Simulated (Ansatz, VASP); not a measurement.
## TiBr2 in two plane-wave programs

Aim: how closely do two programs agree when they are given the same cell, functional and k mesh? The structure shown is the end of the VASP relaxation below.

Main program and level: Ansatz 0.2.0; plane waves, with VASP 6.6.1 beside it; single point at PBEsol.

### Step 1. Set-up

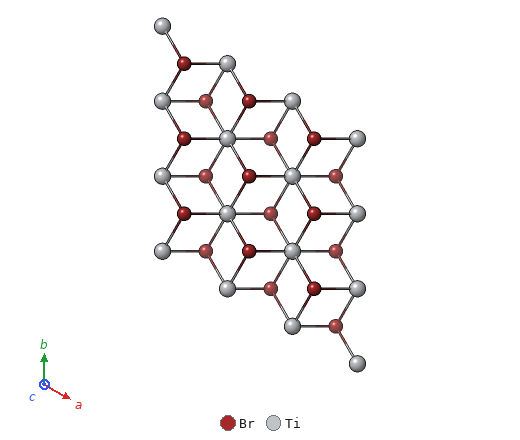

Start, viewed from above; bromine red, titanium light grey. 3×3×1 cells are drawn. Some periodic images of atoms are drawn too.

The cell holds 3 atoms: 2 Br and 1 Ti. Its edges and angles: a = 3.629 Å, b = 3.629 Å, c = 18.246 Å, α = 90.0°, β = 90.0°, γ = 120.0°. It derives from TiBr2. As first built, before any earlier steps moved the atoms: kind sheets cut from a layered crystal; sheets 1. Vacuum lies along c.

Coordinates:

```cif
data_structure
_symmetry_space_group_name_H-M 'P 1'
_symmetry_Int_Tables_number 1
_cell_length_a 3.6290
_cell_length_b 3.6290
_cell_length_c 18.2460
_cell_angle_alpha 90.000
_cell_angle_beta 90.000
_cell_angle_gamma 120.000
_cell_volume 208.10
loop_
_atom_site_label
_atom_site_type_symbol
_atom_site_fract_x
_atom_site_fract_y
_atom_site_fract_z
_atom_site_occupancy
Br1 Br 0.33333 0.66667 0.58633 1
Br2 Br 0.66667 0.33333 0.41367 1
Ti3 Ti 0.00000 0.00000 0.50000 1
```

### Step 2. VASP: relaxation, PBEsol

This run makes the geometry at which the two programs are then compared.

Lines of VASP's logs that name or quote its potential files are left out, and so is its time.

File INCAR:

```
SYSTEM = TiBr2
PREC = Normal
ENCUT = 300
EDIFF = 1E-05
NELM = 120
ISMEAR = 0
SIGMA = 0.05
LREAL = .FALSE.
ALGO = Fast
GGA = PS
NBANDS = 15
LASPH = .TRUE.
LORBIT = 11
LWAVE = .FALSE.
LCHARG = .FALSE.
KPAR = 2
IBRION = 2
NSW = 40
ISIF = 2
EDIFFG = -0.03
POTIM = 0.4
MAXMIX = 40
IDIPOL = 3
LDIPOL = .TRUE.
DIPOL = 0.5 0.5 0.5
```

File POSCAR:

```
TiBr2
1.0
    3.6290000000      0.0000000000      0.0000000000
   -1.8145000000      3.1428061900      0.0000000000
    0.0000000000      0.0000000000     18.2460000000
Br Ti
2 1
Direct
    0.3333333330      0.6666666670      0.5889510030
    0.6666666670      0.3333333330      0.4110489970
    0.0000000000      0.0000000000      0.5000000000
```

File KPOINTS:

```
Automatic mesh
0
Gamma
9 9 1
0 0 0
```

PAW data sets: Br and Ti (PBE family, release 64).

Started as:

```bash
> mpirun -np 2 vasp_std
```

Numbers of over 12 decimals in the logs are rounded to 6 here.

Log:

```text
[banner, memory and clock lines left out]
running    2 mpi-ranks, on    1 nodes
 distrk:  each k-point on    1 cores,    2 groups
 distr:  one band on    1 cores,    1 groups

 POSCAR found type information on POSCAR BrTi
 POSCAR found :  2 types and       3 ions
|                                                                             |
|               ----> ADVICE to this user running VASP <----                  |
|                                                                             |
|     You enforced a specific xc type in the INCAR file but a different       |
|     [... a line on the potential file left out ...]
|     I HOPE YOU KNOW WHAT YOU ARE DOING!                                     |
|                                                                             |

 LDA part: xc-table for (Slater+PW92), standard interpolation
 POSCAR, INCAR and KPOINTS ok, starting setup
 FFT: planning ... GRIDC
 FFT: planning ... GRID_SOFT
 FFT: planning ... GRID
 WAVECAR not read
 entering main loop
       N       E                     dE             d eps       ncg     rms          rms(c)
DAV:   1     0.119782752739E+03    0.11978E+03   -0.45872E+03   360   0.575E+02
DAV:   2     0.108934836207E+01   -0.11869E+03   -0.11347E+03   525   0.156E+02
DAV:   3    -0.158236895748E+02   -0.16913E+02   -0.16697E+02   515   0.682E+01
DAV:   4    -0.162477416915E+02   -0.42405E+00   -0.42363E+00   451   0.120E+01
DAV:   5    -0.162543370272E+02   -0.65953E-02   -0.65946E-02   493   0.144E+00    0.110E+01
RMM:   6    -0.151316041153E+02    0.11227E+01   -0.42544E+00   360   0.111E+01    0.415E+00
RMM:   7    -0.150853667173E+02    0.46237E-01   -0.67347E-01   360   0.403E+00    0.229E+00
RMM:   8    -0.150912533625E+02   -0.58866E-02   -0.37612E-01   370   0.277E+00    0.421E-01
RMM:   9    -0.150920284116E+02   -0.77505E-03   -0.70257E-02   360   0.170E+00    0.583E-01
RMM:  10    -0.150877206393E+02    0.43078E-02   -0.14147E-02   360   0.759E-01    0.775E-02
RMM:  11    -0.150881200628E+02   -0.39942E-03   -0.25949E-03   371   0.259E-01    0.109E-01
RMM:  12    -0.150883239939E+02   -0.20393E-03   -0.13909E-03   360   0.253E-01    0.634E-02
RMM:  13    -0.150884945059E+02   -0.17051E-03   -0.52453E-04   348   0.862E-02    0.704E-02
RMM:  14    -0.150885233577E+02   -0.28852E-04   -0.84875E-05   312   0.549E-02    0.485E-02
RMM:  15    -0.150886166218E+02   -0.93264E-04   -0.27512E-04   362   0.919E-02    0.177E-02
RMM:  16    -0.150886453076E+02   -0.28686E-04   -0.43083E-05   284   0.319E-02    0.161E-02
RMM:  17    -0.150886580605E+02   -0.12753E-04   -0.58878E-06   222   0.132E-02    0.177E-02
RMM:  18    -0.150887034168E+02   -0.45356E-04   -0.74504E-05   336   0.528E-02    0.125E-02
RMM:  19    -0.150887006609E+02    0.27559E-05   -0.56070E-06   233   0.179E-02
   1 F= -.15088701E+02 E0= -.15086804E+02  d E =-.150887E+02
[...]
2 F= -.15096067E+02 E0= -.15094203E+02  d E =-.736619E-02
[...]
3 F= -.15102912E+02 E0= -.15100951E+02  d E =-.142118E-01
[...]
4 F= -.15102539E+02 E0= -.15099990E+02  d E =-.138384E-01
 curvature:   0.21 expect dE= 0.342E-03 dE for cont linesearch  0.342E-03
 ZBRENT: bracketing found
 ZBRENT: interpolating
 opt :   3.7646  next Energy=   -15.104886 (dE=-0.162E-01)
 bond charge predicted
       N       E                     dE             d eps       ncg     rms          rms(c)
DAV:   1    -0.151007621555E+02    0.17685E-02   -0.11300E+00   374   0.567E+00    0.567E-01
RMM:   2    -0.151052350746E+02   -0.44729E-02   -0.57820E-02   361   0.172E+00    0.192E-01
RMM:   3    -0.151050532523E+02    0.18182E-03   -0.53752E-03   368   0.583E-01    0.674E-02
RMM:   4    -0.151050909529E+02   -0.37701E-04   -0.11354E-03   363   0.226E-01    0.425E-02
RMM:   5    -0.151051117197E+02   -0.20767E-04   -0.15630E-04   365   0.906E-02    0.320E-02
RMM:   6    -0.151051119784E+02   -0.25870E-06   -0.37086E-05   291   0.390E-02
   5 F= -.15105112E+02 E0= -.15102918E+02  d E =-.164113E-01
 curvature:  -1.24 expect dE=-0.102E-04 dE for cont linesearch -0.102E-04
 trial: gam=-0.03041 g(F)=  0.825E-05 g(S)=  0.000E+00 ort = 0.263E-03 (trialstep = 0.155E+01)
 search vector abs. value=  0.824E-08
 reached required accuracy - stopping structural energy minimisation
```

OUTCAR, selected parts (step 2):

```text
ion  position               nearest neighbor table
   1  0.333  0.667  0.589-   3 2.65   3 2.65   3 2.65
   2  0.667  0.333  0.411-   3 2.65   3 2.65   3 2.65
   3  0.000  0.000  0.500-   1 2.65   2 2.65   1 2.65   2 2.65   2 2.65   1 2.65

  LATTYP: Found a hexagonal cell.
 ALAT       =     3.6290000000
 C/A-ratio  =     5.0278313585

 Subroutine GETGRP returns: Found 12 space group operations
 (whereof 12 operations were pure point group operations)

The static configuration has the point symmetry D_3d.

 Found     12 irreducible k-points:

   k-points           NKPTS =     12   k-points in BZ     NKDIM =     12   number of bands    NBANDS=     15

   dimension x,y,z NGX =    16 NGY =   16 NGZ =   80
   dimension x,y,z NGXF=    32 NGYF=   32 NGZF=  160

   ENCUT  =  300.0 eV  22.05 Ry    4.70 a.u.   5.13  5.13 25.77*2*pi/ulx,y,z

   NELECT =      18.0000    total number of electrons

 k-points in reciprocal lattice and weights: Automatic mesh
   0.00000000  0.00000000  0.00000000       0.012
   0.11111111  0.00000000  0.00000000       0.074
   0.22222222  0.00000000  0.00000000       0.074
   0.33333333  0.00000000  0.00000000       0.074
   0.44444444  0.00000000  0.00000000       0.074
   0.11111111  0.11111111  0.00000000       0.074
   0.22222222  0.11111111  0.00000000       0.148
   0.33333333  0.11111111  0.00000000       0.148
   0.44444444  0.11111111  0.00000000       0.074
   0.22222222  0.22222222  0.00000000       0.074
   0.33333333  0.22222222  0.00000000       0.148
   0.33333333  0.33333333  0.00000000       0.025

 dipolmoment           0.000000      0.000000      0.000000 electrons x Angstroem

 average (electrostatic) potential at core
       1 -68.6010       2 -68.6010       3 -31.5689

 E-fermi :  -1.0597

 k-point     1 :       0.0000    0.0000    0.0000
  band No.  band energies     occupation
    ...
      7      -4.2799      2.00000
      8      -4.2799      2.00000
      9      -1.1743      1.99880
     10      -1.1743      1.99880
     11      -1.0922      1.64153
     12       0.4152      0.00000
     13       0.4152      0.00000
     14       1.2365      0.00000
     15       2.2433      0.00000

 k-point     2 :       0.1111    0.0000    0.0000
  band No.  band energies     occupation
    ...
      5      -5.5248      2.00000
      6      -5.1733      2.00000
      7      -4.9037      2.00000
      8      -4.4580      2.00000
      9      -1.2506      2.00000
     10      -1.0075      0.13972
     11      -0.9307      0.00026
     12       0.1654      0.00000
     13       0.4020      0.00000
     14       1.6906      0.00000
    ...

 k-point     3 :       0.2222    0.0000    0.0000
  band No.  band energies     occupation
    ...
      5      -6.0340      2.00000
      6      -5.5652      2.00000
      7      -5.2105      2.00000
      8      -4.8226      2.00000
      9      -1.5026      2.00000
     10      -0.6881      0.00000
     11      -0.6246      0.00000
     12       0.1185      0.00000
     13       0.4348      0.00000
     14       2.5387      0.00000
    ...

  Total       -1.8012967     -1.8012967     -0.0329443      0.0000000      0.0000000      0.0000000
  in kB      -13.8683121    -13.8683121     -0.2536406      0.0000000      0.0000000      0.0000000
  external PRESSURE =      -9.3300883 kB  Pullay stress =       0.0000000 kB

  energy-cutoff  :      300.00
  volume of cell :      208.10
      direct lattice vectors                 reciprocal lattice vectors
     3.629000000  0.000000000  0.000000000     0.275558005  0.159093488  0.000000000
    -1.814500000  3.142806190  0.000000000     0.000000000  0.318186977  0.000000000
     0.000000000  0.000000000 18.246000000     0.000000000  0.000000000  0.054806533

 POSITION                                       TOTAL-FORCE (eV/Angst)
 -----------------------------------------------------------------------------------
     -0.00000      2.09520     10.69814        -0.000000     -0.000000     -0.010341
      1.81450      1.04760      7.54786         0.000000      0.000000      0.010341
      0.00000      0.00000      9.12300        -0.000000     -0.000000      0.000000
 -----------------------------------------------------------------------------------
    total drift:                               -0.000000     -0.000000      0.000000

  FREE ENERGIE OF THE ION-ELECTRON SYSTEM (eV)
  ---------------------------------------------------
  free  energy   TOTEN  =       -15.1051119784 eV

  energy  without entropy=      -15.1007249376  energy(sigma->0) =      -15.10291846

 reached required accuracy - stopping structural energy minimisation

 vacuum level on the upper side and lower side of the slab         2.608         2.608

 total charge
# of ion       s       p       d       tot
------------------------------------------
    1        1.602   3.229   0.039   4.870
    2        1.602   3.229   0.039   4.870
    3        0.325   0.451   2.489   3.265
--------------------------------------------------
tot          3.530   6.909   2.566  13.005

[... 3 further parts left out ...]
```

### Step 3. Ansatz: single point, PBEsol

Ansatz runs on its default PAW (the set named soft_2) files.

The same cell, functional, mesh and smearing now go to Ansatz, which takes its cutoff from its data sets.

File input.yaml:

```yaml
crystal:
  lattice:
    - [3.629, 0.0, 0.0]
    - [-1.8145, 3.14280619, 0.0]
    - [0.0, 0.0, 18.246]
  atoms:
    - { symbol: Br, position: [0.33333333, 0.66666667, 0.5863281] }
    - { symbol: Br, position: [0.66666667, 0.33333333, 0.4136719] }
    - { symbol: Ti, position: [0.0, 0.0, 0.5] }
hamiltonian:
  xc: pbesol
  pseudopotentials: { kind: paw }
kpoints:
  mp_grid: { grid: [9, 9, 1] }
scf:
  occupations: { method: gaussian, width: 0.05 }
  n_extra_bands: 4
efield:
  axis: 3
  dipole_correction: true
  ramp_width: 0.04
output:
  forces: true
  eigenvalues: true
```

Started as:

```bash
> ansatz run input.yaml --threads 2 --pin off --max-ram 4608MiB --backend cpu --events-out ev --progress --plain --runs-dir out
```

Log:

```text
scf.n_extra_bands = 4 over 13 filled bands (N_el = 26.0): the run solves 17 bands
Engine: ansatz 0.2.0, x86_64-unknown-linux-gnu
Pseudopotentials: kind: paw
Pseudopotential: Br, paw, valence charge 7, recommended cutoff 420 eV (normal), Br.paw.azcp
Pseudopotential: Ti, paw, valence charge 12, recommended cutoff 420 eV (normal), Ti.paw.azcp
Functional definition: PBEsol
  exchange = pbesol_x
  correlation = pbesol_c
Crystal: 3 atoms, lattice volume = 208.100 Å³
Basis set: ecut = 420 eV, 4021 PW (Γ), exchange–correlation on 50×50×250 points (8 copies of the dense FFT grid, shifted against one another)
Bands: 17, of which v1, the nominal top of the filled ones, is band 13 counted from 1 (12 counted from 0)
Symmetry: 6 space group operations
k-points: 12 of 81 (time reversal used)
Non-local potential: Br, projectors of the file, l = 0: 2, l = 1: 2, l = 2: 2
Non-local potential: Ti, projectors of the file, l = 0: 3, l = 1: 2, l = 2: 3, l = 3: 1
PAW form: soft (Blöchl's): semilocal exchange-correlation on the pseudo side does not see the compensation charge
PAW frozen core: Br, regenerated for the run's functional, and the local potential with it (the file was generated under x = pbe(κ = 0.804, μ = 0.219515), c = pbe(β = 0.066725))
PAW frozen core: Ti, regenerated for the run's functional, and the local potential with it (the file was generated under x = pbe(κ = 0.804, μ = 0.219515), c = pbe(β = 0.066725))
PAW one-centre angular grid: Br, 110 points (default); XC on 64 Gauss nodes
PAW one-centre angular grid: Ti, 590 points (default); XC on 64 Gauss nodes
Initial density: superposition of atomic densities (neutral atoms: chi_scale 0, normalization atom), corrected by the library's trained network
Initial wavefunctions: pseudopotential atomic-orbital guess
Functional: x = pbesol(κ = 0.804, μ = 0.123457), c = pbesol(β = 0.046)
SCF iter   1: F=—  HF=-7949.988364 eV  |F-HF|=—  |Δ(HF+E_count)|=         —  Δρ=2.04e-3  dr2=1.98e-2  ethr=1.77e-3  p=0.000 e·Å  D=1.12e-14 V/Å  ΔV_dip=-0.00 eV  dr2_dipole=2.57e-8  V_vac-E_F(+/−)=4.07/4.07 eV  ⟨swp⟩=9.4  Hψ=1488  notcnv=0
efield: sawtooth ramp at fractional position 0.9800 (placed from the atoms, in the widest stretch of the axis that holds none; the zero of the levels goes with the place), width 0.0400; the density the first Hamiltonian is built on has a dipole p = 0.000 e·Å; the dipole correction subtracts the counter field D = 1.12e-14 V/Å, which shifts the + side's vacuum level by -0.00 eV against the − side's; the planar-averaged density in the ramp window peaks in size at 4.2e-5 e/Å³
preconditioner: auto → LDOS  [insulator: Δε(μ)=0.065 eV  Ē_g=8.364 eV  σ=0.050 eV  W_gap=0.64  n_scr=10 (ndim 8)  ℏωp=10.9 eV  f_vac=0.630  D(μ)=3.23/eV (n_scr^D=8)  ε∞_Penn≈2.7  β→1.0]
SCF iter   2: F=—  HF=-7949.987438 eV  |F-HF|=—  |Δ(HF+E_count)|=   9.27e-4  Δρ=1.20e-3  dr2=3.84e-3  ethr=7.61e-5  p=-0.000 e·Å  D=-6.42e-5 V/Å  ΔV_dip=0.00 eV  dr2_dipole=6.84e-8  V_vac-E_F(+/−)=3.66/3.66 eV  ⟨swp⟩=2.5  Hψ=490  notcnv=0  defer=1
SCF iter   3: F=—  HF=-7949.986495 eV  |F-HF|=—  |Δ(HF+E_count)|=   9.42e-4  Δρ=3.06e-4  dr2=4.87e-4  ethr=1.48e-5  p=-0.000 e·Å  D=-6.83e-6 V/Å  ΔV_dip=0.00 eV  dr2_dipole=8.72e-10  V_vac-E_F(+/−)=3.70/3.70 eV  ⟨swp⟩=2.1  Hψ=396  notcnv=0  defer=1
SCF iter   4: F=—  HF=-7949.986386 eV  |F-HF|=—  |Δ(HF+E_count)|=   1.10e-4  Δρ=8.60e-5  dr2=1.53e-5  ethr=1.87e-6  p=-0.000 e·Å  D=-5.21e-6 V/Å  ΔV_dip=0.00 eV  dr2_dipole=4.00e-10  V_vac-E_F(+/−)=3.68/3.68 eV  ⟨swp⟩=2.0  Hψ=286  notcnv=0  defer=1
SCF iter   5: F=—  HF=-7949.986372 eV  |F-HF|=—  |Δ(HF+E_count)|=   1.41e-5  Δρ=2.61e-5  dr2=1.91e-6  ethr=5.87e-8  p=-0.000 e·Å  D=-2.10e-6 V/Å  ΔV_dip=0.00 eV  dr2_dipole=9.19e-11  V_vac-E_F(+/−)=3.68/3.68 eV  ⟨swp⟩=2.0  Hψ=352  notcnv=0  defer=1
SCF iter   6: F=—  HF=-7949.986372 eV  |F-HF|=—  |Δ(HF+E_count)|=   3.23e-7  Δρ=9.19e-6  dr2=1.51e-7  ethr=7.36e-9  p=-0.000 e·Å  D=-7.89e-7 V/Å  ΔV_dip=0.00 eV  dr2_dipole=1.46e-11  V_vac-E_F(+/−)=3.67/3.67 eV  ⟨swp⟩=2.2  Hψ=309  notcnv=0  defer=1
SCF iter   7: F=-7949.986372 eV  HF=-7949.986372 eV  |F-HF|=4.17e-8  |Δ(HF+E_count)|=   1.27e-7  Δρ=2.57e-6  dr2=1.70e-8  ethr=3.85e-10  p=-0.000 e·Å  D=-2.54e-7 V/Å  ΔV_dip=0.00 eV  dr2_dipole=1.99e-12  V_vac-E_F(+/−)=3.67/3.67 eV  ⟨swp⟩=6.2  Hψ=887  notcnv=0
SCF 1 converged in 7 iterations: F = -7949.986372 eV  dr2 = 1.70e-8
  greatest PAW one-centre occupation: 0.999 electrons in one spin orbital (limit 2), on the Ti atom at site 2 (counted from 0), in its partial waves of l = 0
SCF converged after 7 iterations
Free energy (F): -7949.986372 eV
Harris-Foulkes:  -7949.986372 eV  (|F-HF|=4.17e-8)
Internal energy: -7949.982534 eV  (E = F + TS)
E sigma→0 (E₀):  -7949.984453 eV
Entropy (-TS):   -0.003838 eV (-1.279 meV/atom)
Fermi energy:    0.470389 eV
Dipole field:    D = 0.000002 V/Å  (p = 0.000002 e·Å, saw-weighted, corrected)
Work function:   Φ+ = 3.6747 eV   Φ− = 3.6748 eV
Levels:          The Fermi level and band energies are counted from a zero that moves with the ramp; work functions are not
--- Per-component energies (eV) ---
  E_band       = -437.747737
  E_kinetic    = 539.172248
  E_local      = -10822.933751  (includes V_loc(G=0)·N_el)
  E_nonlocal   = 152.926567
  E_hartree    = 5108.458863
  E_xc         = -619.386067
  E_vxc        = -328.792125  (∫ρ·V_xc dr)
  E_paw        = -5429.237732  (= ΣΔE_a)
  E_vpaw       = -195.031683  (= ΣTr[D̂ρ^β])
  E_aug_tail   = 0.000116  (compensation charges beyond the density's cutoff)
  E_efield     = 0.000000  (sawtooth field / dipole correction)
  E_vefield    = 0.000000  (∫n·V_field dr)
  E_ewald      = 3120.693296
  E_core_change = 0.323925  (= ΣΔE_core)
  E_smearing   = -0.003838  (= −TS)
  E_closure    = -0.000000  (closes the sum)
  Σ components = -7949.986372   (vs F -7949.986372, Δ=0.00e0)
--- Forces (eV/Å), atoms counted from 1 ---
  atom   1  Br     0.00000000    -0.00000000    -0.00227621
  atom   2  Br    -0.00000000     0.00000000     0.00227449
  atom   3  Ti    -0.00000000     0.00000000     0.00000017
  max |Σ_I F_I| component: 1.54e-6 eV/Å
--- Band table (eV; the first three rows and the last of 12) ---
  k-point 0: bands = [... 9 lower, -4.0197, -2.8281, -2.8281, 0.3646, 0.3646, 0.4356, 1.9610, 1.9610]
  k-point 1: bands = [... 9 lower, -3.7118, -3.4478, -3.0034, 0.2816, 0.5322, 0.5989, 1.7078, 1.9485]
  k-point 2: bands = [... 9 lower, -4.0952, -3.7488, -3.3642, 0.0217, 0.8576, 0.9087, 1.6619, 1.9835]
  k-point 11: bands = [... 9 lower, -4.8997, -4.5090, -4.5090, 0.9514, 0.9615, 0.9615, 2.1637, 2.1637]
```

It took 1.8 s on 2 threads of Intel Xeon Platinum 8488C (Sapphire Rapids), shared host; peak memory 0.42 GiB.

The column dr2 measures how far the density is from self-consistency, as an energy; F and HF (Harris–Foulkes) agree once it is small.

### Step 4. Differences

Known differences besides the PAW data sets themselves: the data sets hold 26 valence electrons in Ansatz (default PAW (the set named soft_2) files) and 18 in VASP; the cutoff is 420 eV in Ansatz and 300 eV in VASP (PREC = Normal); Ansatz makes its cores anew for this functional, VASP keeps those of its PBE data sets. Total energies have different zeros and are not compared.

At this near-relaxed geometry the largest component of a force difference is 8 meV/Å.

### Step 5. What came out

```json
{"r.m.s. force difference (single point, PBEsol)": "3.8 meV/Å"}
```

What this shows: The r.m.s. force difference is 3.8 meV/Å (single point, PBEsol), within the 12 meV/Å picked in this series as the mark of a large difference. How closely two codes agree says nothing of how well the functional describes the real material.

[Lines on the potential files, build, host, timing and source positions are cut from VASP's logs without a mark.]

[Logs are printed without paths, hosts, clocks, repeated set-up lines and the standing remarks that a program may print on its own settings, such as how far it seeks lower states.]

[Hosts, paths, dates, database ids (printed as entryN), source tags and the programs' standing remarks are cut or masked in the printed files.]
